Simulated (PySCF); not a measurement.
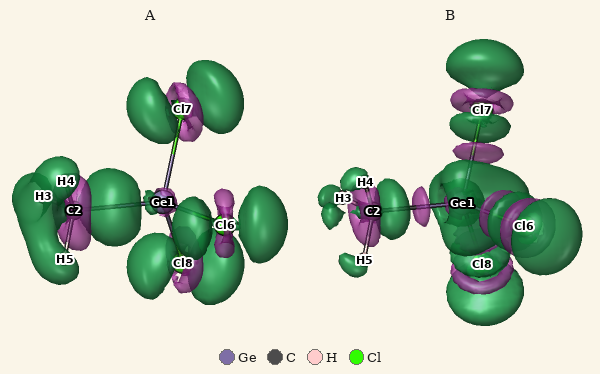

Figure. GeMeCl3 (CH3Cl3Ge). The two Fukui functions at ±0.02 e/Å³ (green positive, purple negative).

Method: PBE0/def2-TZVP; geometry: GFN2-xTB; program: PySCF. No frequency check shows the geometry to be a minimum. GFN2-xTB bond lengths at metals and heavier atoms can be off by up to 0.1 Å and shapes distorted, which carries into these values.

Cartesian coordinates (Å):

```
Ge1      0.0011    0.0000    0.2146
C2      -0.0005    0.0007    2.2170
H3      -0.9872    0.2696    2.5785
H4       0.7265    0.7206    2.5781
H5       0.2603   -0.9890    2.5785
Cl6      1.9403   -0.4328   -0.5474
Cl7     -0.5964    1.8971   -0.5474
Cl8     -1.3457   -1.4647   -0.5467
```

Q: Which panel is f⁻ (electron removed) and which f⁺ (electron added)?

A: A is f⁻, B is f⁺. f⁻ (Hirshfeld-condensed) is largest on Cl6, Cl7 and Cl8 (0.22 each); the vertical ionisation energy is 10.99 eV (the stability of the cation's solution wasn't checked). f⁺ (Hirshfeld-condensed) is largest on Cl6, Cl7 and Cl8 (0.21 each) and Ge1 (0.17); the vertical electron affinity is −0.58 eV (the stability of the anion's solution wasn't checked; negative, but this basis has no diffuse functions, so it doesn't show that the anion is unbound).

Q: What chemical potential and hardness follow from the two energies?

A: μ = −(I + A)/2 = −5.21 eV and η = I − A = 11.57 eV.
